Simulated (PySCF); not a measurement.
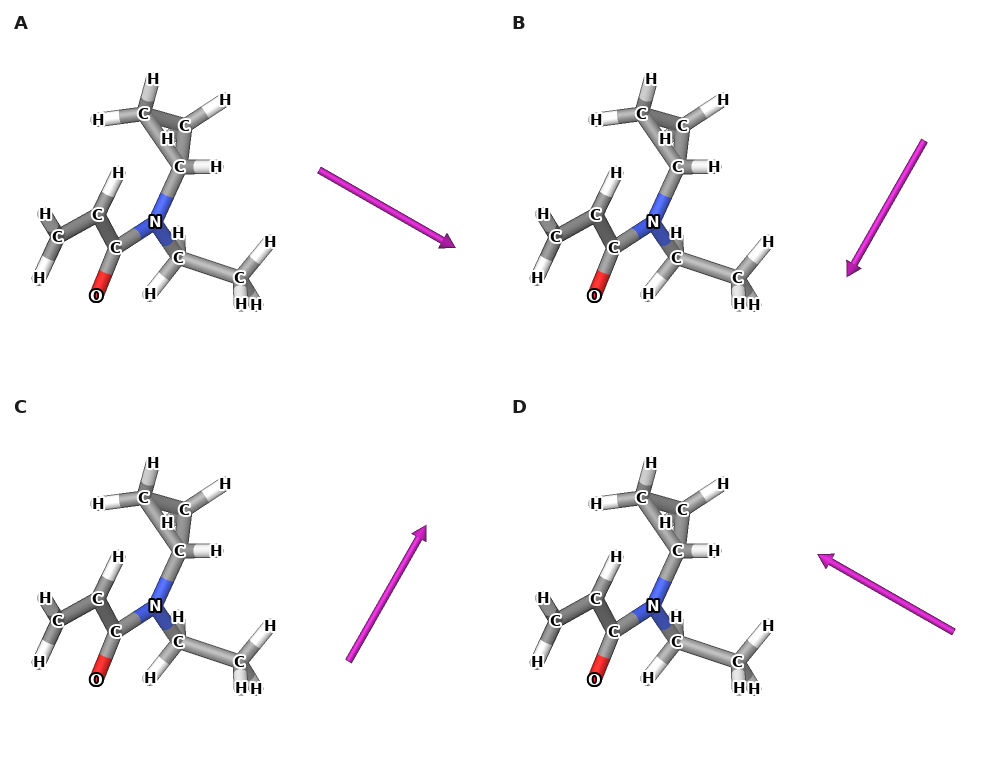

The same molecule four times, each with an arrow. The geometry was computed by an optimisation with PBE0-D3(BJ)/def2-SVP. No frequency run is at hand to confirm it as a minimum. Level of theory: PBE0/pcSseg-1 in cyclohexane (IEF-PCM) (PySCF 2.14.0).

Which arrow points along the dipole moment, from the negative to the positive end?

Answer. C. The dipole moment is 4.06 D.
